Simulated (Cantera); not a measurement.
Feed: 1 mol SiH2Cl2, 0.058 mol HCl, 89 mol N2, 0.00089 mol O2, equilibrated at 1 atm.

Cantera equilibrium calculation (NASA polynomials, part measured and part estimated; ideal gas, pure solids and liquids). Candidate condensed phases: H2O, NH4Cl, Si, SiO2, Si2N2O, Si3N4; 47 gas species. N2 is the only nitrogen source here; it is nearly inert below about 1500 K, so the nitride shown seldom forms there in practice. Mutual solubility and eutectic melting of coexisting phases are not modelled. The tables' values for SiCl3 are old estimates; treat these amounts as uncertain. Kinetics and transport are ignored.

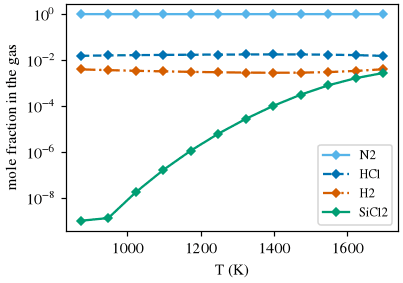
Fig. 1. Equilibrium gas composition (values under 1e-9 drawn at 1e-9)

From 873 K to 1698 K the condensed part is Si2N2O(s) + Si3N4(s). The main Si-bearing gas is SiCl4 at 873 K and SiCl2 at 1698 K. The share of Si in condensed phases is highest at 1323 K (87.0 %) and lowest at 1698 K (68.9 %).
